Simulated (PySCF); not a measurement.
## Electronic structure of C3H5OPSi in real space

```
atom    x (Å)    y (Å)    z (Å)
  Si  -1.9948   0.0103  -0.2032
   C  -0.1185   0.0736  -0.1326
   C   0.6565  -0.4807   0.8357
   O   1.9752  -0.3275   0.7105
   C   2.2696   0.3714  -0.3922
   P   0.9347   0.8746  -1.3299
   H  -2.4588  -0.7408   0.9653
   H  -2.3985  -0.6607  -1.4403
   H  -2.5151   1.3786  -0.1758
   H   0.3364  -1.0342   1.7014
   H   3.3188   0.5381  -0.5649
```

Geometry: GFN2-xTB.

Computed with PBE0/pcSseg-1, SCF density, gas phase, non-relativistic in PySCF.

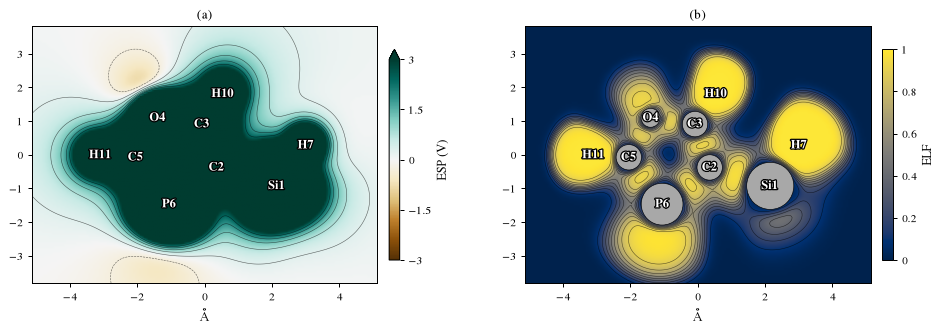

Figure 1. (a) electrostatic potential; (b) electron localisation function on the plane of atoms C3, C2 and P6. Grey discs cover the atomic cores in the ELF map.

Describe what can be read from this map.

Answer. The plane passes through Si, C, O, P and H nuclei.
C–O (1.33 Å): the ELF peaks at about 0.90 between the atoms (a shared but strongly polarised pair).
C–C (1.36 Å): the ELF peaks at about 0.90 between the atoms; localised, covalent bonding.
C–P (1.71 Å): the ELF peaks at about 0.95 between the atoms, as expected for a covalent bond.
C–Si (1.88 Å): the ELF peaks at about 0.95 between the atoms: localised, covalent bonding.
C–H (1.08 Å): the ELF climbs to about 1 towards the hydrogen, as it does in any bond to H; a covalent bond by its length.
The ELF also peaks beside P6 and O4, away from the bonds: lone-pair regions.
Outside the dense part of the molecule the potential is most negative (−0.8 V) near O4.

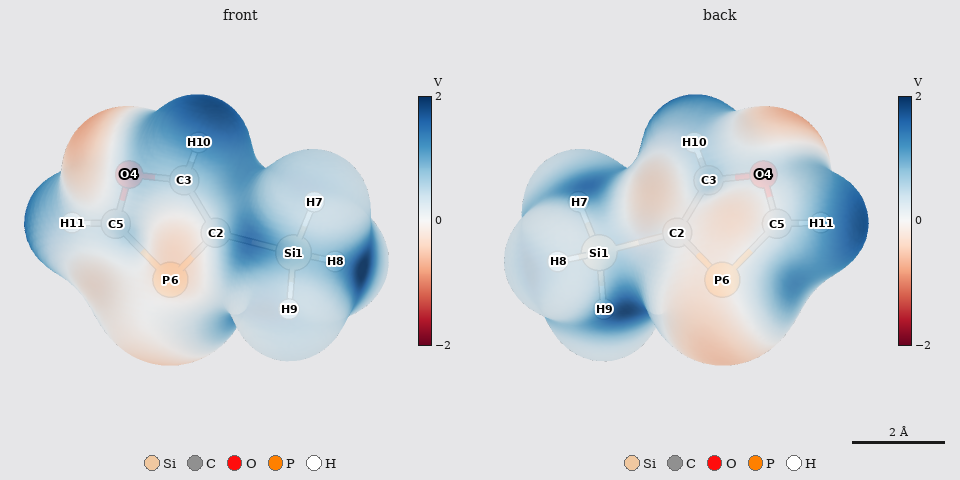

Figure 2. The molecular electrostatic potential painted on the density surface at 0.004 e/bohr³, seen from the front and from behind; the colour scale runs from red (negative) to blue (positive).

Where is the surface potential most negative and most positive?

Answer. The most negative region (about −0.7 V) lies over O4, the most positive (about +1.9 V) over Si1.

How polar is the molecule by this calculation?

Answer. Its dipole moment is 1.09 D.
